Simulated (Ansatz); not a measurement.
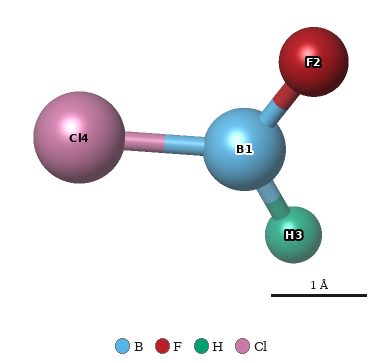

The starting structure (ball-and-stick view, seen at a tilt; atoms are numbered from 1 in the order of the input). Bond lengths as drawn: B–Cl 1.74 Å, B–F 1.31 Å and B–H 1.18 Å.

# Nudged elastic band of BHClF

System: BHClF.
Method: RKS CAM-B3LYP/def2-TZVP (Ansatz 0.2.0).

It belongs to a series of runs on one base structure; here: band between the two ends. Figures and captions count atoms from 1; the log counts them from 0 in places.

### What the program printed
```
Engine: ansatz 0.2.0, aarch64-unknown-linux-gnu
Functional definition: CAM-B3LYP
  parameter alpha = 0.19
  parameter beta = 0.46
  parameter omega = 0.33/bohr
  parameter ac = 0.81
  exchange = (1 - alpha - beta)*b88_x + beta*b88_x_sr(omega) + alpha*exact_x + beta*exact_x_lr(omega)
  correlation = (1 - ac)*vwn5_c + ac*lyp_c
632 factors; their error is unknown
171 factors; integrals over basis functions are off by at most 6.1e-6 eV
mean field evaluation 1: about -15934.5411 eV, gradient 2.9e1 eV
mean field evaluation 2: about -15933.9468 eV, gradient 3.8e1 eV
mean field evaluation 4: about -15935.7282 eV, gradient 8.9e-1 eV
mean field evaluation 8: about -15935.7644 eV, gradient 1.3e-1 eV
mean field evaluation 16: about -15935.7645 eV, gradient 4.2e-5 eV
mean field -15935.76445892 eV, -585.6285422162 hartree, gradient 4.2e-5 eV, S^2 0.000000; 0 other end points of the search recorded, 0 dependent functions left out
the calculation of the forces begins
reference -15935.76455887 eV, -585.6285458892 hartree; 16, 16 occupied and 89, 89 virtual orbitals, 632 factors
632 factors; their error is unknown
171 factors; integrals over basis functions are off by at most 1.7e-5 eV
mean field -15931.59231628 eV, -585.4752188020 hartree, gradient 1.7e-5 eV, S^2 0.000000; 0 other end points of the search recorded, 0 dependent functions left out
[... from here on the field's lines of each further geometry are left out, up to the last ...]
NEB iter   1: max|band force component| = 6.375e0 eV/Å  barrier→ = 6.3709 eV  barrier← = 2.1987 eV  Δτ_max = 0.1982 Å  (299 SCF iters)
NEB iter   2: max|band force component| = 2.702e0 eV/Å  barrier→ = 5.5121 eV  barrier← = 1.3400 eV  Δτ_max = 0.1995 Å  (319 SCF iters)
NEB iter   3: max|band force component| = 2.871e0 eV/Å  barrier→ = 5.5629 eV  barrier← = 1.3907 eV  Δτ_max = 0.1000 Å  (319 SCF iters)
NEB iter   4: max|band force component| = 2.183e0 eV/Å  barrier→ = 5.1211 eV  barrier← = 0.9489 eV  Δτ_max = 0.0997 Å  (307 SCF iters)
NEB iter   5: max|band force component| = 1.702e0 eV/Å  barrier→ = 4.9406 eV  barrier← = 0.7684 eV  Δτ_max = 0.0986 Å  (297 SCF iters)
NEB iter   6: max|band force component| = 9.822e-1 eV/Å  barrier→ = 4.9227 eV  barrier← = 0.7506 eV  Δτ_max = 0.1011 Å  (296 SCF iters)
NEB iter   7: max|band force component| = 5.787e-1 eV/Å  barrier→ = 4.8502 eV  barrier← = 0.6781 eV  Δτ_max = 0.1248 Å  (281 SCF iters)
NEB iter   8: max|band force component| = 1.054e0 eV/Å  barrier→ = 4.9079 eV  barrier← = 0.7358 eV  Δτ_max = 0.0629 Å  (296 SCF iters)
NEB iter   9: max|band force component| = 7.401e-1 eV/Å  barrier→ = 4.8813 eV  barrier← = 0.7091 eV  Δτ_max = 0.0656 Å  (287 SCF iters)
NEB iter  10: max|band force component| = 6.465e-1 eV/Å  barrier→ = 4.8421 eV  barrier← = 0.6700 eV  Δτ_max = 0.0342 Å  (283 SCF iters)
NEB iter  11: max|band force component| = 5.561e-1 eV/Å  barrier→ = 4.8274 eV  barrier← = 0.6553 eV  CI = image 4  Δτ_max = 0.0490 Å  (271 SCF iters)
NEB iter  12: max|band force component| = 2.414e-1 eV/Å  barrier→ = 4.8516 eV  barrier← = 0.6795 eV  CI = image 4  Δτ_max = 0.0218 Å  (282 SCF iters)
the calculation of the forces begins
reference -15931.57632077 eV, -585.4746309779 hartree; 16, 16 occupied and 89, 89 virtual orbitals, 632 factors
632 factors; their error is unknown
171 factors; integrals over basis functions are off by at most 1.0e-5 eV
mean field evaluation 1152: about -15930.9151 eV, gradient 1.0e-3 eV
mean field -15930.91512019 eV, -585.4503323049 hartree, gradient 5.1e-5 eV, S^2 0.000000; 1 other end points of the search recorded, 0 dependent functions left out
the calculation of the forces begins
reference -15930.91521980 eV, -585.4503359655 hartree; 16, 16 occupied and 89, 89 virtual orbitals, 632 factors
NEB iter  13: max|band force component| = 2.269e-2 eV/Å  barrier→ = 4.8493 eV  barrier← = 0.6772 eV  CI = image 4  Δτ_max = 0.0000 Å  (539 SCF iters)
```

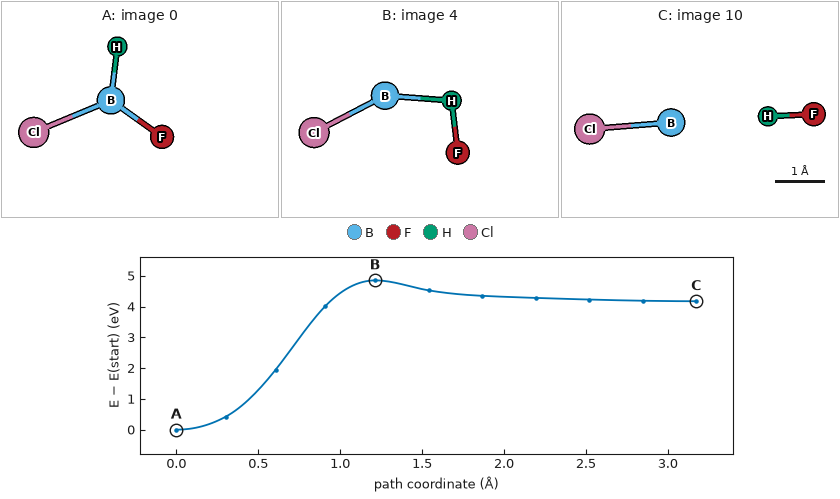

Images of the last band (counted from 0; ball-and-stick, seen at a tilt) above the energy along the path; the line is a cubic interpolation that uses the forces. The highest image is number 4, 4.849 eV above the start and 0.677 eV above the end (the climbing image); the end lies 4.172 eV above the start. The path is 3.17 Å long. The band converged in 13 iterations.

```
Total energy: -15930.91521980 eV, -585.4503359655 hartree
Atom 0 at     0.150418     0.000004    -0.546160 Å, force    -0.017375    -0.000000     0.006379 eV/Å
Atom 1 at     0.767589    -0.000002     1.286036 Å, force     0.003877    -0.000000     0.006724 eV/Å
Atom 2 at     1.262289    -0.000000     0.258141 Å, force     0.003327     0.000000    -0.006121 eV/Å
Atom 3 at    -1.524295    -0.000001    -0.619316 Å, force     0.010171     0.000000    -0.006982 eV/Å
Dipole moment:    -0.311174     0.000001    -0.345694 e Å
this run last wrote the band of iteration 13 to [file]
```

### The last band as extended XYZ (Å, eV, eV/Å)
```
4
Properties=species:S:1:pos:R:3:forces:R:3 image=0 energy=-15935.76446
B     0.2903    0.0000    0.1227   -0.0004   0.0000   0.0056
F     0.3261    0.0000    1.4332    0.0002   0.0000  -0.0077
H     1.2977    0.0000   -0.5013   -0.0022   0.0000   0.0012
Cl   -1.2580    0.0000   -0.6760    0.0024   0.0000   0.0009
4
Properties=species:S:1:pos:R:3:forces:R:3 image=1 energy=-15935.33653
B     0.2500    0.0000    0.0074    0.3733  -0.0003   1.6093
F     0.3979    0.0000    1.3237   -1.1659   0.0001   0.5860
H     1.3797    0.0000   -0.3014    0.0327   0.0001  -2.0687
Cl   -1.3716    0.0000   -0.6510    0.7599   0.0001  -0.1266
4
Properties=species:S:1:pos:R:3:forces:R:3 image=2 energy=-15933.81113
B     0.2146    0.0000   -0.1515    0.6730   0.0000   4.5585
F     0.5081    0.0000    1.2662   -2.8575   0.0000  -0.3456
H     1.3770    0.0000   -0.0890    1.2344   0.0000  -4.0166
Cl   -1.4436    0.0000   -0.6470    0.9501   0.0000  -0.1964
4
Properties=species:S:1:pos:R:3:forces:R:3 image=3 energy=-15931.74449
B     0.1851    0.0000   -0.3514    0.5780   0.0000   3.5150
F     0.6350    0.0000    1.2810   -2.2957   0.0000  -0.1334
H     1.3222    0.0000    0.0843    1.0971   0.0000  -3.2179
Cl   -1.4862    0.0000   -0.6351    0.6206   0.0000  -0.1636
4
Properties=species:S:1:pos:R:3:forces:R:3 image=4 energy=-15930.91512
B     0.1504    0.0000   -0.5462   -0.0174   0.0000   0.0064
F     0.7676    0.0000    1.2860    0.0039   0.0000   0.0067
H     1.2623    0.0000    0.2581    0.0033   0.0000  -0.0061
Cl   -1.5243    0.0000   -0.6193    0.0102   0.0000  -0.0070
4
Properties=species:S:1:pos:R:3:forces:R:3 image=5 energy=-15931.23940
B     0.0712    0.0000   -0.7558   -0.2243   0.0000  -0.6276
F     0.9208    0.0000    1.3310    0.4064   0.0000   0.1780
H     1.2654    0.0000    0.4184    0.0081   0.0000   0.4993
Cl   -1.6014    0.0000   -0.6149   -0.1902   0.0000  -0.0498
4
Properties=species:S:1:pos:R:3:forces:R:3 image=6 energy=-15931.41630
B    -0.0364    0.0000   -0.8680   -0.0966   0.0000  -0.0920
F     1.1247    0.0000    1.4433    0.1705   0.0000   0.1030
H     1.2786    0.0000    0.5090    0.0116   0.0000   0.0863
Cl   -1.7110    0.0000   -0.7056   -0.0854   0.0000  -0.0974
4
Properties=species:S:1:pos:R:3:forces:R:3 image=7 energy=-15931.48443
B    -0.1222    0.0000   -0.8185   -0.0528   0.0000   0.0287
F     1.3283    0.0000    1.5179    0.1183   0.0000   0.0449
H     1.2521    0.0000    0.5763   -0.0132   0.0000   0.0240
Cl   -1.8022    0.0000   -0.8971   -0.0523   0.0000  -0.0976
4
Properties=species:S:1:pos:R:3:forces:R:3 image=8 energy=-15931.53726
B    -0.2214    0.0000   -0.7067   -0.0455   0.0000   0.0506
F     1.5244    0.0000    1.5332    0.0867   0.0000   0.0004
H     1.2114    0.0000    0.6408   -0.0160   0.0000   0.0319
Cl   -1.8583    0.0000   -1.0886   -0.0252   0.0000  -0.0829
4
Properties=species:S:1:pos:R:3:forces:R:3 image=9 energy=-15931.57622
B    -0.3378    0.0000   -0.5700   -0.0326   0.0000   0.0383
F     1.6963    0.0000    1.5018    0.0472   0.0000  -0.0122
H     1.1607    0.0000    0.7224   -0.0119   0.0000   0.0229
Cl   -1.8632    0.0000   -1.2756   -0.0027   0.0000  -0.0490
4
Properties=species:S:1:pos:R:3:forces:R:3 image=10 energy=-15931.59232
B    -0.4658    0.0000   -0.4209    0.0101   0.0000   0.0109
F     1.8246    0.0000    1.4230    0.0082   0.0000   0.0016
H     1.0960    0.0000    0.8210   -0.0074   0.0000  -0.0012
Cl   -1.7988    0.0000   -1.4444   -0.0108   0.0000  -0.0113
```

This output came from the following input.

### The input
```yaml
crystal:
  periodic: [false, false, false]
  atoms:
    - { symbol: B, position_ang: [0.290272, 0.0, 0.122746] }
    - { symbol: F, position_ang: [0.326113, 0.0, 1.433187] }
    - { symbol: H, position_ang: [1.297651, 0.0, -0.50126] }
    - { symbol: Cl, position_ang: [-1.258036, 0.0, -0.675972] }
basis:
  gaussian: { orbitals: def2-TZVP }
hamiltonian:
  xc: cam_b3lyp
neb:
  order_check: false
  images: 9
  f_tol: 0.05
  max_iterations: 60
  final_atoms:
    - { symbol: B, position_ang: [-0.4657597, 2.056e-05, -0.42085362] }
    - { symbol: F, position_ang: [1.82459027, -7.12e-06, 1.42298542] }
    - { symbol: H, position_ang: [1.09596992, -8.04e-06, 0.82098919] }
    - { symbol: Cl, position_ang: [-1.79880049, -5.4e-06, -1.44441999] }
  initial_path:
    images:
      - { positions_ang: [[0.290272, 0.0, 0.122746], [0.326113, 0.0, 1.433187], [1.297651, 0.0, -0.50126], [-1.258036, 0.0, -0.675972]] }
      - { positions_ang: [[0.23218451, 0.0, 0.09825429], [0.43699126, 0.0, 1.39437918], [1.31577119, 0.0, -0.38777652], [-1.32894696, 0.0, -0.72615594]] }
      - { positions_ang: [[0.17409702, 0.0, 0.07376258], [0.54786951, 0.0, 1.35557136], [1.33389138, 0.0, -0.27429305], [-1.39985791, 0.0, -0.77633989]] }
      - { positions_ang: [[0.11600952, 0.0, 0.04927087], [0.65874777, 0.0, 1.31676354], [1.35201158, 0.0, -0.16080957], [-1.47076887, 0.0, -0.82652383]] }
      - { positions_ang: [[0.05792203, 0.0, 0.02477916], [0.76962603, 0.0, 1.27795572], [1.37013177, 0.0, -0.0473261], [-1.54167983, 0.0, -0.87670778]] }
      - { positions_ang: [[-0.00016546, 0.0, 0.00028745], [0.88050428, 0.0, 1.2391479], [1.38825196, 0.0, 0.06615738], [-1.61259078, 0.0, -0.92689172]] }
      - { positions_ang: [[-0.09328431, 4.11e-06, -0.08394077], [1.06932148, -1.42e-06, 1.2759154], [1.32979555, -1.61e-06, 0.21712374], [-1.64983273, -1.08e-06, -1.03039738]] }
      - { positions_ang: [[-0.18640315, 8.23e-06, -0.16816898], [1.25813868, -2.85e-06, 1.31268291], [1.27133914, -3.22e-06, 0.3680901], [-1.68707467, -2.16e-06, -1.13390303]] }
      - { positions_ang: [[-0.279522, 1.234e-05, -0.25239719], [1.44695588, -4.27e-06, 1.34945041], [1.21288273, -4.83e-06, 0.51905646], [-1.72431661, -3.24e-06, -1.23740868]] }
      - { positions_ang: [[-0.37264085, 1.645e-05, -0.33662541], [1.63577308, -5.7e-06, 1.38621792], [1.15442633, -6.44e-06, 0.67002282], [-1.76155855, -4.32e-06, -1.34091434]] }
      - { positions_ang: [[-0.4657597, 2.056e-05, -0.42085362], [1.82459027, -7.12e-06, 1.42298542], [1.09596992, -8.04e-06, 0.82098919], [-1.79880049, -5.4e-06, -1.44441999]] }
```

Command:
```bash
ansatz run input.yaml --threads 4 --pin off --max-ram 5120MiB --backend cpu --events-out ev --progress --plain --runs-dir out
```

### Results in brief

| quantity | value |
| --- | --- |
| outcome | converged |
| barrier, forward | 4.849 eV |
| barrier, backward | 0.677 eV |
| hardware | 4 threads of Arm Neoverse V1, 24 GiB of memory available, shared host |
| wall time | 79 s (CPU time 4.7 min) |
| peak memory | 0.18 GiB |

The order of the saddle point was not checked.
